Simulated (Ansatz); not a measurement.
ClGeH$_{4}$In (SMILES [Cl][InH][GeH3])

```yaml
atoms:
  - { symbol: Cl, position_ang: [-2.6598, -1.4682, -0.1554] }
  - { symbol: In, position_ang: [-0.3285, -1.3679, 0.1455] }
  - { symbol: Ge, position_ang: [0.5412, 1.0616, -0.0741] }
  - { symbol: H, position_ang: [0.3349, -2.9199, 0.4500] }
  - { symbol: H, position_ang: [0.1944, 1.6014, -1.4704] }
  - { symbol: H, position_ang: [-0.1456, 1.9449, 0.9793] }
  - { symbol: H, position_ang: [2.0634, 1.1481, 0.1250] }
```

Geometry: PBE0-D4/def2-TZVP; core potentials replace the inner electrons of In.

All numbers below come from RKS PBE0-D4/def2-TZVPP (Ansatz).

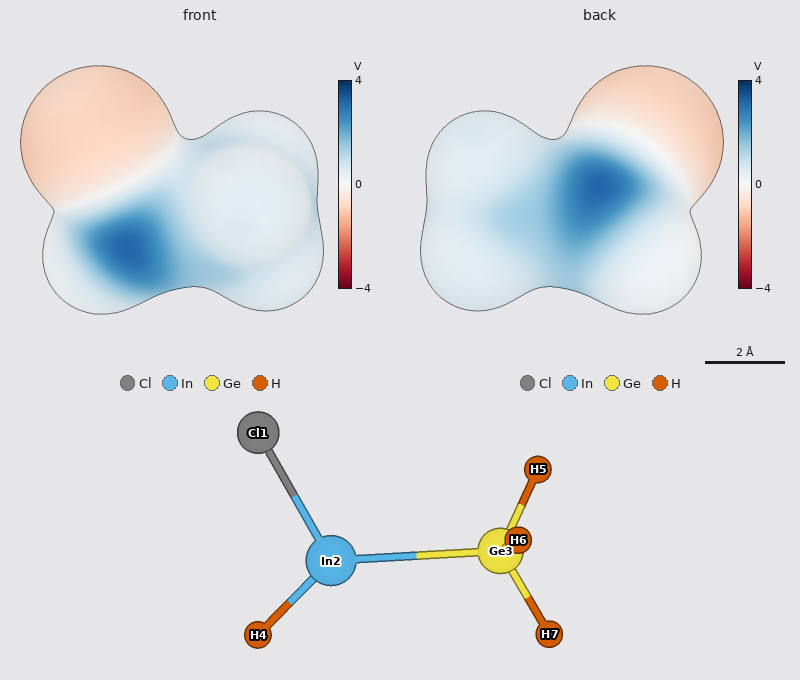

Figure 1. The electrostatic potential painted on the density surface at 0.002 e/bohr³, seen from the front and from behind; the colour scale runs from red (negative) to blue (positive). The bare structure is drawn below in the same view.

**Describe the electrostatic potential map.**

The most negative region (about −1.0 V, or −23 kcal/mol for a unit charge) lies over Cl1, the most positive (about +3.1 V, or +71 kcal/mol for a unit charge) over In2.

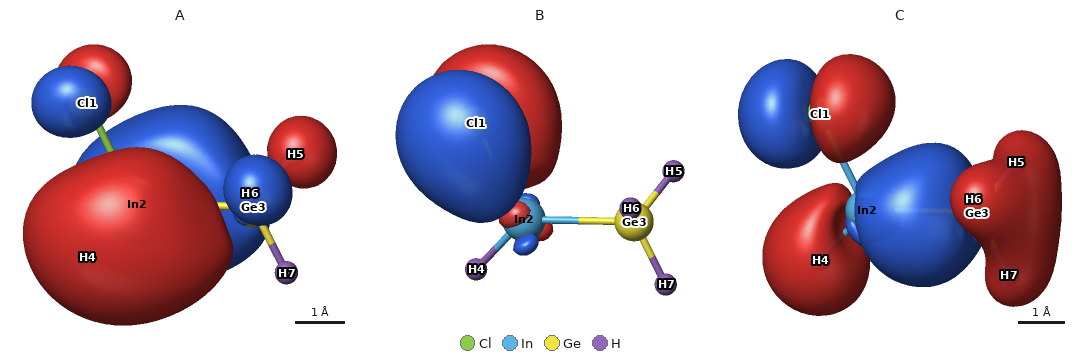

Figure 2. Three frontier orbitals at ±0.06 Å⁻³ᐟ² (red and blue are the two phases), in no order.

**Order the three orbitals by energy and name them.**

B is the HOMO−1 (−8.65 eV). Its weight (Hirshfeld) is mainly on Cl1 (about 90 %) and In2 (about 10 %); largely a lone pair of Cl1. C is the HOMO (−7.68 eV). By Hirshfeld shares it lies mainly on Cl1 (about 30 %), Ge3 (about 25 %), In2 (about 25 %) and H4 (about 10 %). A is the LUMO (−2.13 eV). It lies mainly on In2 (about 75 %), Ge3 (about 10 %) and Cl1 (about 5 %).

**What is the HOMO–LUMO gap?**

5.55 eV between the orbital energies.

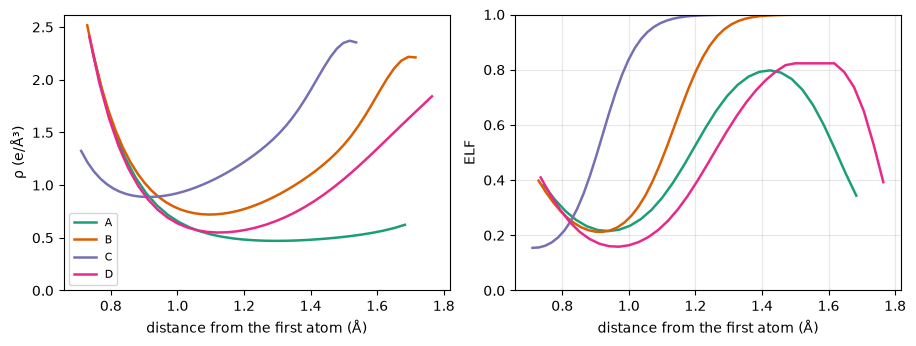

Figure 3. Electron density and electron localisation function along straight lines between neighbouring atoms. The curves leave out the atomic cores.

**Which curve belongs to which contact (Ge–H, In–Cl, In–Ge and In–H)? The first atom named is at distance zero.**

Curve A: In–Ge (2.59 Å): the density is about 0.47 e/Å³ at the midpoint; the ELF peaks at about 0.80 between the atoms; localised, covalent bonding. Curve B: In–H (1.72 Å): ρ at the midpoint is about 1.2 e/Å³; the ELF climbs to about 1 towards the hydrogen. Curve C: Ge–H (1.54 Å): the density is about 1.1 e/Å³ at the midpoint; the ELF climbs to about 1 towards the hydrogen. Curve D: In–Cl (2.35 Å): ρ at the midpoint is about 0.56 e/Å³; the ELF peaks at about 0.80 in the valence shell of Cl, 0.9 Å from its nucleus, and drops to about 0.15 between the two atoms.
